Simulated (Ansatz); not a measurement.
# Cl2GaH···HCl: what the fields show

```csv
atom,x (Å),y (Å),z (Å)
Ga,-0.0029,0.2251,-0.0912
H,0.0006,0.1761,1.4750
Cl,1.8306,0.3502,-1.2064
Cl,-1.8437,0.3035,-1.1990
Cl,0.0856,-2.8369,1.4605
H,0.0794,-1.6111,2.0003
```

Not at a stationary point (largest force 1.0 eV/Å).

Level of theory: Ansatz 0.2.0, RKS PBE-D4/def2-SVP.

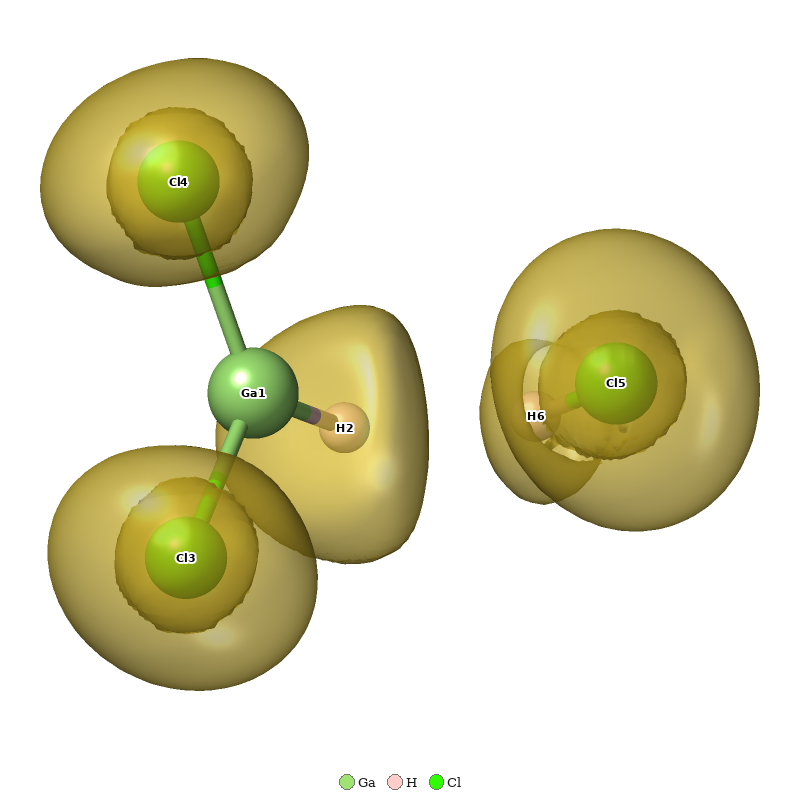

Figure 1. Isosurface of the electron localisation function at 0.75 (yellow), seen at an oblique angle. Only the valence region is drawn (cores and ρ < 0.01 e/Å³ removed).

Describe the localisation domains.

Answer. The ELF exceeds this value in one region around a hydrogen nucleus, two regions wrapped around Cl (the valence shell of each) and one joined region spread over several atoms (Cl, H), in which their bonds and any lone pairs are merged.


H2···H6 (1.86 Å): the ELF dips to about 0.15 between them. Ga–Cl (2.15 Å): the ELF peaks at about 0.80 in the valence shell of Cl, 0.8 Å from its nucleus, and is about 0.55 at the midpoint.

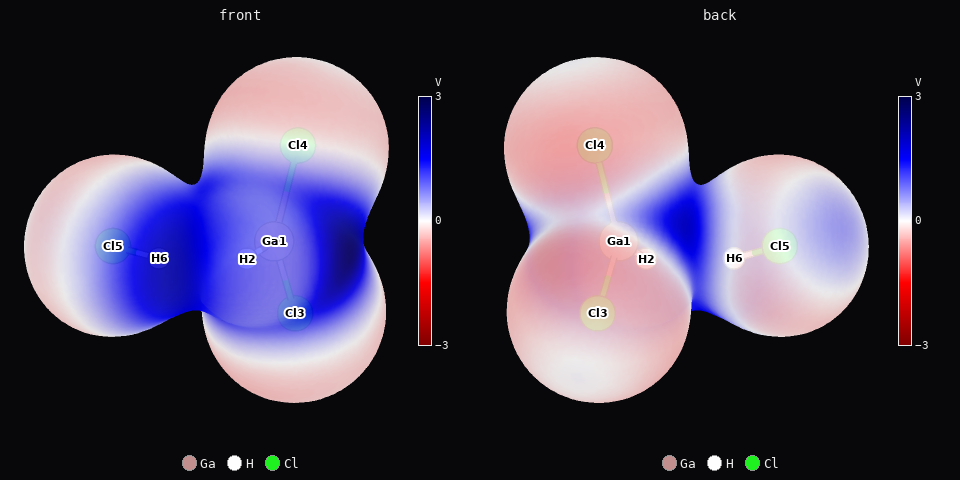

Figure 2. The molecular electrostatic potential painted on the density surface at 0.002 e/bohr³, seen from the front and from behind; the colour scale runs from red (negative) to blue (positive).

Describe the electrostatic potential map.

Answer. The most negative region (about −0.5 V) lies over Cl3 and Cl4, the most positive (about +2.6 V) over Ga1. Cl5 shows a σ-hole: about +0.6 V at the tip opposite its bond, against about −0.1 V on its flanks.

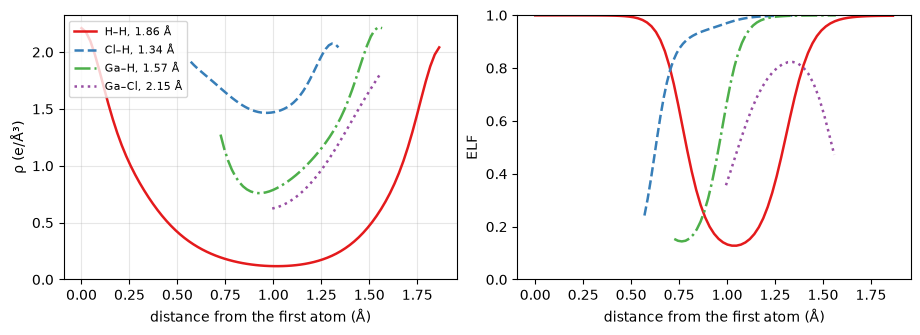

Figure 3. Total electron density and electron localisation function along straight lines between neighbouring atoms. The curves leave out the atomic cores.

What can be read from the curves?

Answer. H2···H6 (1.86 Å): the density falls to about 0.12 e/Å³ on the way; the ELF dips to about 0.15 between them.
Cl–H (1.34 Å): the density is about 1.8 e/Å³ at the midpoint; the ELF climbs to about 1 towards the hydrogen, as it does in any bond to H.
Ga–H (1.57 Å): the density is about 0.97 e/Å³ at the midpoint; the ELF climbs to about 1 towards the hydrogen.
Ga–Cl (2.15 Å): ρ is about 0.68 e/Å³ halfway; the ELF peaks at about 0.80 in the valence shell of Cl, 0.8 Å from its nucleus, and is about 0.55 at the midpoint.

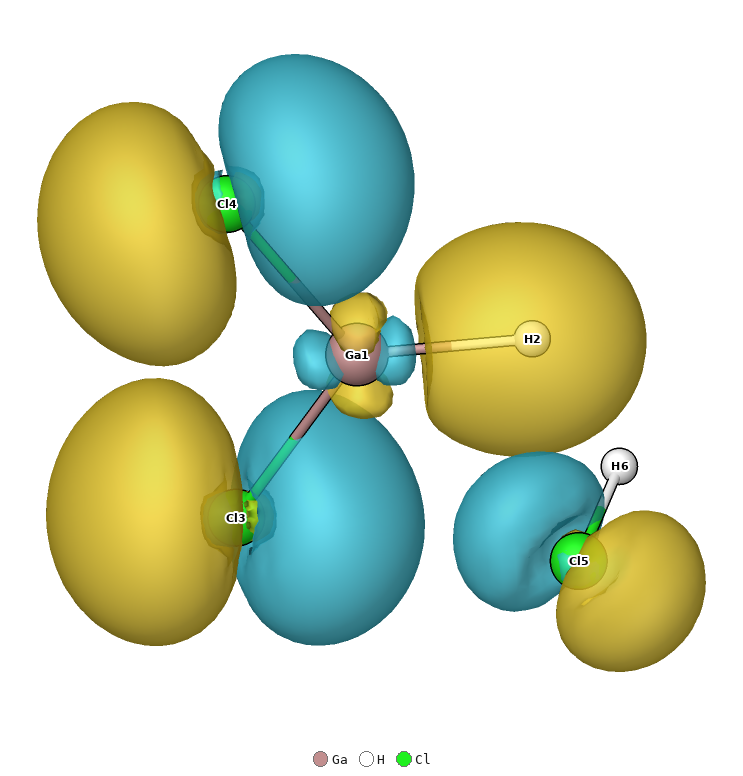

Figure 4. The HOMO−1 at ±0.08 Å⁻³ᐟ² (yellow and cyan are the two phases), seen at an oblique angle.

Where does this orbital lie, and at what energy?

Answer. It lies mainly on Cl3 (about 40 %), Cl4 (about 35 %), H2 (about 10 %), Ga1 (about 10 %) and Cl5 (about 5 %); largely a combination of lone pairs on Cl3, Cl4 and Cl5. Its energy is −7.70 eV.
